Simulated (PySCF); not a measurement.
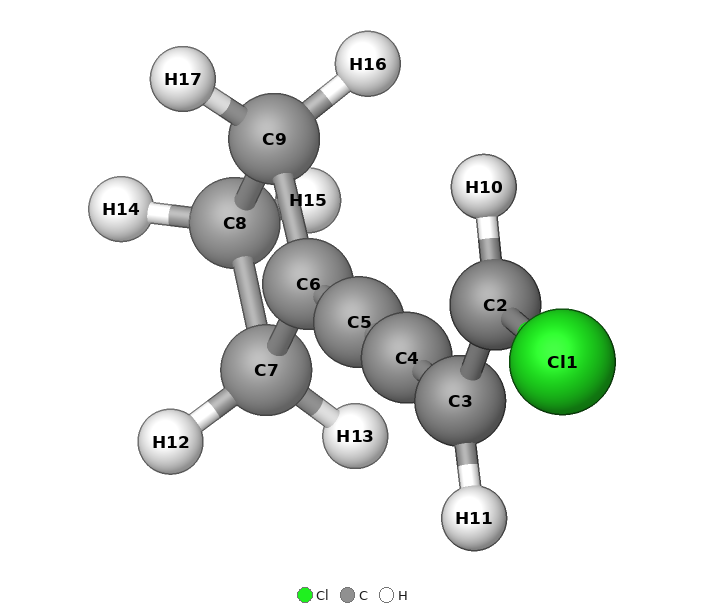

State: neutral, doublet. The geometry was computed by an optimisation with GFN2-xTB. No frequency run is at hand to confirm it as a minimum. Computed with UKS B3LYP, pcH-1 on C Cl H, non-relativistic (PySCF 2.14.0). Fermi-contact and spin-dipolar terms alone, no spin-orbit part.

> Which nucleus has the largest dipolar (anisotropic) hyperfine coupling?

13C at C6: principal values −48.1, −46.1, 94.2 MHz.

List the isotropic and dipolar parts for the most strongly coupled nuclei, one of each equivalent set. Atoms whose distances differ by more than 0.02 Å in this geometry are listed apart.

```json
{"atom": "C6", "isotope": "13C", "a_iso (MHz)": "56.4", "dipolar part (MHz)": "−48.1, −46.1, 94.2"}
{"atom": "C2", "isotope": "13C", "a_iso (MHz)": "46.6", "dipolar part (MHz)": "−34.8, −33.5, 68.2"}
{"atom": "C4", "isotope": "13C", "a_iso (MHz)": "42.0", "dipolar part (MHz)": "−37.5, −25.8, 63.3"}
{"atom": "C3", "isotope": "13C", "a_iso (MHz)": "−36.5", "dipolar part (MHz)": "−24.8, 10.5, 14.2"}
{"atom": "Cl1", "isotope": "35Cl", "a_iso (MHz)": "2.7", "dipolar part (MHz)": "−14.2, −9.1, 23.3"}
{"atom": "C5", "isotope": "13C", "a_iso (MHz)": "−53.3", "dipolar part (MHz)": "−22.1, 0.9, 21.2"}
{"atom": "H10", "isotope": "1H", "a_iso (MHz)": "−27.7", "dipolar part (MHz)": "−13.5, −1.7, 15.2"}
{"atom": "H11", "isotope": "1H", "a_iso (MHz)": "14.3", "dipolar part (MHz)": "−3.5, −2.4, 5.9"}
```
